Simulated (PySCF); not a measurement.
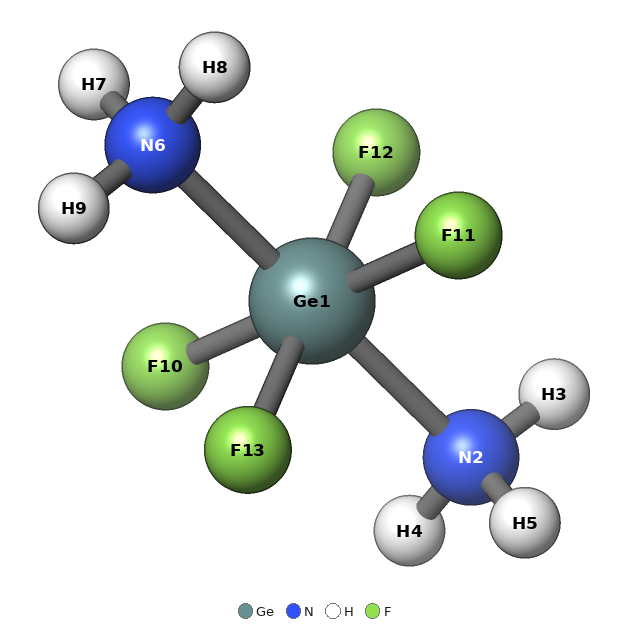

The computed structure is the end point of a PBE0-D3(BJ)/def2-SVP optimisation. No frequency run is at hand to confirm it as a minimum. Level of theory: delta-SCF UKS SCAN, pcX-2 on the ionised atom (unc-x2c-TZVPall on a metal), pcseg-1 elsewhere, spin-free X2C (PySCF 2.14.0).

Give the core-electron binding energies (to vacuum) of N2 1s, F10 1s.

```json
{"atom": "N2", "level": "1s", "binding energy (eV)": "407.7"}
{"atom": "F10", "level": "1s", "binding energy (eV)": "690.3"}
```
